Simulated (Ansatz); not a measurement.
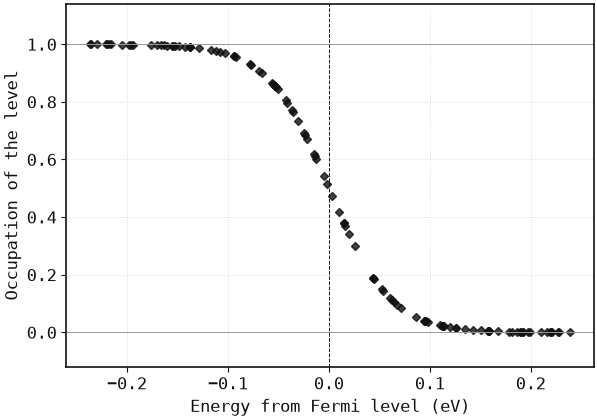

Occupations of the one-electron levels of the k mesh against their energy, from a run on AsRhF6, space group P4/mmm (No. 123), 8 atoms in the cell, AlSiNi6-123 type type, with Ansatz.

### Which smearing scheme was used (Fermi-Dirac, Gaussian, Methfessel-Paxton or cold), and about what width?

Fermi-Dirac smearing with a width of 0.03 eV. The occupations stay between 0 and 1 and have long exponential tails; the slope at the Fermi level is 1/(4 × width).
